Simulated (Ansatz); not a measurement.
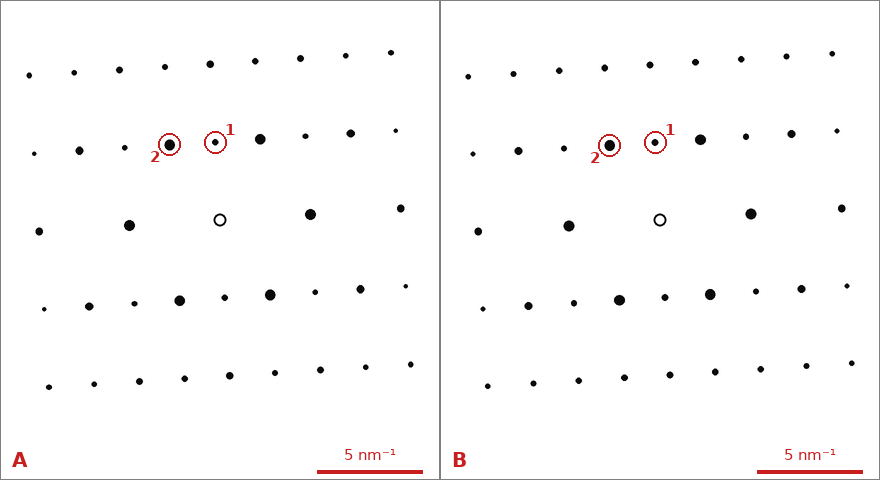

Kinematic electron diffraction patterns (300 kV, B = 0.5 Å², same scale) along [011] of the run's own cell, for the start and the end of one relaxation of ScRe with DFT PBE, scalar-relativistic, plane waves, PAW (Ansatz 0.2.0). k mesh 10×14×10. The start is a generated model structure, and the relaxation ends in the nearest stationary point of its symmetry, not necessarily the ground state. Spot 1 is 0 -1 1 and spot 2 is 1 -1 1 in both.

Start structure:

```
CELL_PARAMETERS angstrom
4.63367 0.00000 0.00000
0.00000 3.34750 0.00000
0.00000 0.00000 4.51827
ATOMIC_POSITIONS crystal
Sc 0.75000 0.00000 0.72228
Sc 0.25000 0.00000 0.27772
Re 0.75000 0.50000 0.19579
Re 0.25000 0.50000 0.80421
```

> Which pattern belongs to the start structure, and which to the relaxed one?

A is the start: its cell gives d(1) = 2.690 Å, d(2) = 2.326 Å and an angle of 30.1°. B is the relaxed structure, with d(1) = 2.706 Å (+0.6 %), d(2) = 2.333 Å (+0.3 %) and 30.4°.

> Name reflections whose intensity changes strongly on relaxation.

0 1 -1 goes from 10 to 18 % of the strongest spot.

> Summarise the relaxation behind the change.

The volume changed by +0.8 % to 17.65 Å³ an atom; with the mean shift removed, the atoms moved by up to 0.07 Å relative to the cell (Re most); the space group stayed Pmma (No. 51); the free energy fell by 4.8 meV an atom. Relaxed cell: a = 4.607 Å, b = 3.363 Å, c = 4.558 Å, α = 90.00°, β = 90.00°, γ = 90.00°.
